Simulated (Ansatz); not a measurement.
Complex (SMILES): P (PH3) with C=CC, atoms 1 to 4 the first; geometry from B3LYP-D3(BJ)/def2-TZVP, monomers rigid:
```xyz
13

P      0.4442    -0.4223     0.3046
H      0.2621     0.7353    -0.4988
H      0.7948    -1.2422    -0.7963
H     -0.9247    -0.7834     0.2510
C     -0.0432    -3.6975     1.6336
C      0.9750    -4.0317     0.8507
H      0.0989    -3.0806     2.5137
H     -1.0528    -4.0263     1.4233
H      0.7829    -4.6498    -0.0227
C      2.3962    -3.6209     1.0661
H      2.4993    -2.9889     1.9485
H      3.0415    -4.4957     1.1882
H      2.7785    -3.0668     0.2040
```

Basis-set convergence of the counterpoise-corrected interaction energy at PBE with Ansatz (a first-principles code). Cartesian d functions, on some or all atoms, in 6-311G**; all else is spherical. The program fits the integrals of some runs and decomposes those of others, by size. No added dispersion term, no relativity. Functions are those of the species that has most. Reference: the value in aug-pcseg-3, -0.38 kcal/mol. Deviations are taken from unrounded values.

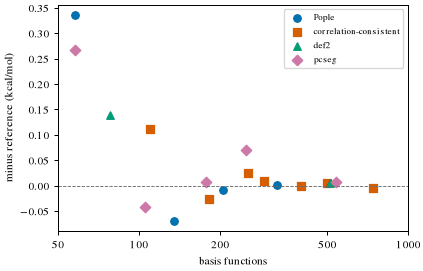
Deviation from the reference against the number of basis functions, by family of sets.

| basis | functions | counterpoise-corrected interaction energy (kcal/mol) | minus reference (kcal/mol) |
|---|---|---|---|
| 6-31G | 58 | -0.04 | 0.34 |
| pcseg-0 | 58 | -0.11 | 0.27 |
| def2-SV(P) | 78 | -0.24 | 0.14 |
| pcseg-1 | 105 | -0.42 | -0.04 |
| cc-pV(D+d)Z | 110 | -0.27 | 0.11 |
| 6-311G** | 135 | -0.45 | -0.07 |
| aug-pcseg-1 | 177 | -0.37 | 0.01 |
| aug-cc-pV(D+d)Z | 182 | -0.40 | -0.03 |
| 6-311++G(2d,2p) | 206 | -0.38 | -0.01 |
| pcseg-2 | 250 | -0.31 | 0.07 |
| cc-pV(T+d)Z | 255 | -0.35 | 0.02 |
| jun-cc-pV(T+d)Z | 291 | -0.37 | 0.01 |
| 6-311++G(3df,3pd) | 326 | -0.38 | 0.00 |
| aug-cc-pV(T+d)Z | 400 | -0.38 | 0.00 |
| cc-pV(Q+d)Z | 499 | -0.37 | 0.01 |
| def2-QZVPP | 511 | -0.37 | 0.01 |
| pcseg-3 | 541 | -0.37 | 0.01 |
| aug-cc-pV(Q+d)Z | 743 | -0.38 | -0.01 |
